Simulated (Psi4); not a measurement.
**C2H3F (SMILES C[C]F): levels of theory compared**

We compute a comparison of 3 runs (UB3LYP/def2-SVPD, UBHLYP/def2-SVPD, UPBE0/def2-SVPD) of C2H3F. 

The results are computed with Psi4 1.11.

2 further runs of the same task are left out: 2 set aside as unsound or not needed.

## Step 1: The structure to begin with

C2H3F has 6 atoms, charge 0, and is taken as a triplet. SMILES: `C[C]F`. One bond was lengthened or shortened from a relaxed shape.

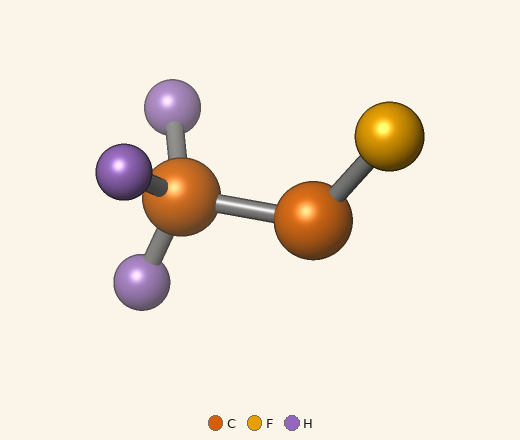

The structure, seen from a chosen angle (carbon orange, fluorine amber, hydrogen purple).

## Step 2: The energy at UB3LYP/def2-SVPD (run 1)

File run.py:

```python
import psi4

psi4.set_memory('1600 MB')
psi4.set_num_threads(1)
psi4.core.set_output_file('output.dat', False)

m = psi4.geometry("""
0 3
C     -0.405630     0.203048    -0.067125
C      0.203140    -0.926872     0.619855
F      1.466590    -0.967832     1.052475
H     -1.446800    -0.028192    -0.281865
H      0.177520     0.448790    -1.161080
H     -0.375120     1.110798     0.551175
symmetry c1
no_reorient
no_com
""")

psi4.set_options({
    'reference': 'uks',
    'puream': True,
    'e_convergence': 1e-09,
    'd_convergence': 1e-08,
    'scf_type': 'pk',
    'dft_radial_points': 99,
    'dft_spherical_points': 590,
    'maxiter': 200,
})

energy_value, wavefunction = psi4.energy("b3lyp/def2-SVPD", return_wfn=True)
psi4.oeprop(wavefunction, "WIBERG_LOWDIN_INDICES", "MULLIKEN_CHARGES", "QUADRUPOLE")
print('E =', round(energy_value, 9))
for k, v in sorted(psi4.core.scalar_variables().items()):
    print(f'{k:45s} {v:18.10f}')
```

Started as:

```
$ python run.py
```

output.dat:

```text
[...]
  Running in c1 symmetry.
[...]
  Nuclear repulsion =   64.361384681828795
[...]
  Multiplicity = 3
[...]
  Nalpha       = 13
  Nbeta        = 11
[...]
    Number of basis functions: 87
[...]
   @UKS iter   1:  -177.41817986808658   -3.03796e-01   6.38415e-03 ADIIS/DIIS
[...]
   @UKS iter  12:  -177.58294240268452   -1.74225e-11   9.40553e-09 DIIS
[...]
   @S^2 Observed:                2.005578680E+00
[...]
  @UKS Final Energy:  -177.58294240268452
   => Energetics <=
    Nuclear Repulsion Energy =             64.3613846818287954
    One-Electron Energy =                -370.1934464182895113
    Two-Electron Energy =                 146.2596300464014689
    DFT Exchange-Correlation Energy =     -18.0105107126252726
    Empirical Dispersion Energy =           0.0000000000000000
    VV10 Nonlocal Energy =                  0.0000000000000000
    Total Energy =                       -177.5829424026845231
[...]
 Multipole Moments:
 ------------------------------------------------------------------------------------
     Multipole            Electronic (a.u.)      Nuclear  (a.u.)        Total (a.u.)
 ------------------------------------------------------------------------------------
 L = 1.  Multiply by 2.5417464519 to convert [e a0] to [Debye]
 Dipole X            :        -19.9807680           19.5397114           -0.4410566
 Dipole Y            :         22.1788585          -21.7734924            0.4053661
 Dipole Z            :        -22.7553313           22.4818544           -0.2734769
 Magnitude           :                                                    0.6585151
 L = 2.  Multiply by 1.3450342976 to convert [e a0^2] to [Debye ang]
 Quadrupole XX       :        -95.8198845           81.6282712          -14.1916133
 Quadrupole XY       :         53.0291970          -52.4761641            0.5530328
[...]
```

Standard output:

```text
E = -177.582942403
CURRENT ENERGY                                   -177.5829424027
CURRENT REFERENCE ENERGY                         -177.5829424027
DD SOLVATION ENERGY                                 0.0000000000
DFT FUNCTIONAL TOTAL ENERGY                      -177.5829424027
DFT TOTAL ENERGY                                 -177.5829424027
DFT VV10 ENERGY                                     0.0000000000
DFT XC ENERGY                                     -18.0105107126
GRID ELECTRONS ALPHA                               13.0000000201
GRID ELECTRONS BETA                                11.0000000215
GRID ELECTRONS TOTAL                               24.0000000415
NUCLEAR REPULSION ENERGY                           64.3613846818
ONE-ELECTRON ENERGY                              -370.1934464183
PCM POLARIZATION ENERGY                             0.0000000000
PE ENERGY                                           0.0000000000
SCF ITERATION ENERGY                             -177.5829424027
SCF ITERATIONS                                     12.0000000000
SCF TOTAL ENERGY                                 -177.5829424027
TWO-ELECTRON ENERGY                               146.2596300464
XC GRID RADIAL POINTS                              99.0000000000
XC GRID SPHERICAL POINTS                          590.0000000000
XC GRID TOTAL POINTS                           337573.0000000000
```

Wall time 29 s (1 thread of Intel Xeon Platinum 8375C at 2.90GHz (Ice Lake), shared host); peak memory 0.73 GiB.

## Step 3: A single-point energy at UBHLYP/def2-SVPD (run 2)

File calc.py:

```python
import psi4

psi4.set_memory(1600000000)
psi4.set_num_threads(1)
psi4.set_output_file('psi4.out', False)

geom = psi4.geometry("""
0 3
C     -0.76652961     0.38370511    -0.12684787
C      0.38387896    -1.75153423     1.17135619
F      2.77145344    -1.82893741     1.98888950
H     -2.73405576    -0.05327516    -0.53264765
H      0.33546418     0.84809019    -2.19412321
H     -0.70887406     2.09910400     1.04156980
units au
symmetry c1
""")

options = {'basis': 'def2-SVPD', 'reference': 'uks', 'puream': True, 'e_convergence': 1e-09, 'd_convergence': 1e-08, 'scf_type': 'pk', 'dft_radial_points': 99, 'dft_spherical_points': 590, 'maxiter': 200}
psi4.set_options(options)

e = psi4.energy("bhhlyp")
print(f'total energy {e:.8f} hartree = {e * 27.211386:.5f} eV')
```

Started as:

```
$ python calc.py
```

psi4.out:

```text
[...]
  Running in c1 symmetry.
[...]
  Nuclear repulsion =   64.361384659252749
[...]
  Multiplicity = 3
[...]
  Nalpha       = 13
  Nbeta        = 11
[...]
    Number of basis functions: 87
[...]
   @UKS iter   1:  -177.39506946938499   -4.93167e-01   4.83418e-03 ADIIS/DIIS
[...]
   @UKS iter  13:  -177.49212959687614   -6.59384e-12   5.57166e-09 DIIS
[...]
   @S^2 Observed:                2.008129749E+00
[...]
  @UKS Final Energy:  -177.49212959687614
   => Energetics <=
    Nuclear Repulsion Energy =             64.3613846592527494
    One-Electron Energy =                -370.2493740635600261
    Two-Electron Energy =                 139.9174761507048572
    DFT Exchange-Correlation Energy =     -11.5216163432737080
    Empirical Dispersion Energy =           0.0000000000000000
    VV10 Nonlocal Energy =                  0.0000000000000000
    Total Energy =                       -177.4921295968761399
[...]
 Multipole Moments:
 ------------------------------------------------------------------------------------
     Multipole            Electronic (a.u.)      Nuclear  (a.u.)        Total (a.u.)
 ------------------------------------------------------------------------------------
 L = 1.  Multiply by 2.5417464519 to convert [e a0] to [Debye]
 Dipole X            :          3.3866133           -3.8906754           -0.5040621
 Dipole Y            :         -2.9866047            3.3854681            0.3988634
 Dipole Z            :          2.5784882           -2.8737922           -0.2953040
 Magnitude           :                                                    0.7073719
[...]
```

The script printed:

```text
total energy -177.49212960 hartree = -4829.80685 eV
```

Run time: 32 s. Hardware: 1 thread of Intel Xeon Platinum 8375C at 2.90GHz (Ice Lake), shared host; peak memory 0.73 GiB.

## Step 4: A single-point energy at UPBE0/def2-SVPD (run 3)

File calc.py:

```python
import psi4

psi4.set_memory('1600 MB')
psi4.set_num_threads(1)
psi4.set_output_file('run.log', False)

molecule = psi4.geometry("""
0 3
C     -0.405630     0.203048    -0.067125
C      0.203140    -0.926872     0.619855
F      1.466590    -0.967832     1.052475
H     -1.446800    -0.028192    -0.281865
H      0.177520     0.448790    -1.161080
H     -0.375120     1.110798     0.551175
symmetry c1
""")

psi4.set_options({
    'basis': 'def2-SVPD',
    'reference': 'uks',
    'puream': True,
    'e_convergence': 1e-09,
    'd_convergence': 1e-08,
    'scf_type': 'pk',
    'dft_radial_points': 99,
    'dft_spherical_points': 590,
    'maxiter': 200,
})

energy_value, wavefunction = psi4.energy('PBE0', molecule=molecule, return_wfn=True)
psi4.oeprop(wavefunction, 'WIBERG_LOWDIN_INDICES', 'MAYER_INDICES', 'MULLIKEN_CHARGES', title='PBE0')
print(f'total energy {energy_value:.8f} hartree = {energy_value * 27.211386:.5f} eV')
```

Started as:

```
$ python calc.py
```

run.log:

```text
[...]
  Running in c1 symmetry.
[...]
  Nuclear repulsion =   64.361384681828795
[...]
  Multiplicity = 3
[...]
  Nalpha       = 13
  Nbeta        = 11
[...]
    Number of basis functions: 87
[...]
   @UKS iter   1:  -177.25624186899120   -3.49991e-01   5.74925e-03 DIIS/ADIIS
[...]
   @UKS iter  13:  -177.39153541466874   -1.33582e-12   3.94056e-09 DIIS
[...]
   @S^2 Observed:                2.006396678E+00
[...]
  @UKS Final Energy:  -177.39153541466874
   => Energetics <=
    Nuclear Repulsion Energy =             64.3613846818287954
    One-Electron Energy =                -370.1959407350731226
    Two-Electron Energy =                 145.1918949239377241
    DFT Exchange-Correlation Energy =     -16.7488742853621062
    Empirical Dispersion Energy =           0.0000000000000000
    VV10 Nonlocal Energy =                  0.0000000000000000
    Total Energy =                       -177.3915354146687378
[...]
 Multipole Moments:
 ------------------------------------------------------------------------------------
     Multipole            Electronic (a.u.)      Nuclear  (a.u.)        Total (a.u.)
 ------------------------------------------------------------------------------------
 L = 1.  Multiply by 2.5417464519 to convert [e a0] to [Debye]
 Dipole X            :          3.4439576           -3.8906754           -0.4467177
 Dipole Y            :         -2.9840475            3.3854681            0.4014206
 Dipole Z            :          2.5954270           -2.8737922           -0.2783651
 Magnitude           :                                                    0.6619535
[...]
```

The script printed:

```text
total energy -177.39153541 hartree = -4827.06954 eV
```

Run time: 27 s. Hardware: 1 thread of Intel Xeon Platinum 8375C at 2.90GHz (Ice Lake), shared host; peak memory 0.73 GiB.

## Step 5: All runs side by side

| run | level | energy (Eh) | dipole moment (D) | HOMO energy (eV) | LUMO energy (eV) | wall time |
| --- | --- | --- | --- | --- | --- | --- |
| 1 | UB3LYP/def2-SVPD | -177.582942 | 1.67 | -5.55 | -2.83 | 29 s |
| 2 | UBHLYP/def2-SVPD | -177.492130 | 1.80 | -7.28 | -1.32 | 32 s |
| 3 | UPBE0/def2-SVPD | -177.391535 | 1.68 | -5.85 | -2.15 | 27 s |

## Step 6: Outcome

| quantity | value |
| --- | --- |
| run 3: total energy | -177.39154 Eh |
| run 3: dipole moment | 1.68 D |
| run 3: HOMO energy (highest over α and β) | -5.85 eV |
| run 3: LUMO energy (lowest over α and β) | -2.15 eV |
| run 3: ⟨S²⟩ | 2.006 |

The dipole moment (its size) runs from 1.67 D (UB3LYP/def2-SVPD) to 1.80 D (UBHLYP/def2-SVPD). Totals of different functionals can't be ranked against each other. All runs together took 88 s, the longest 32 s.
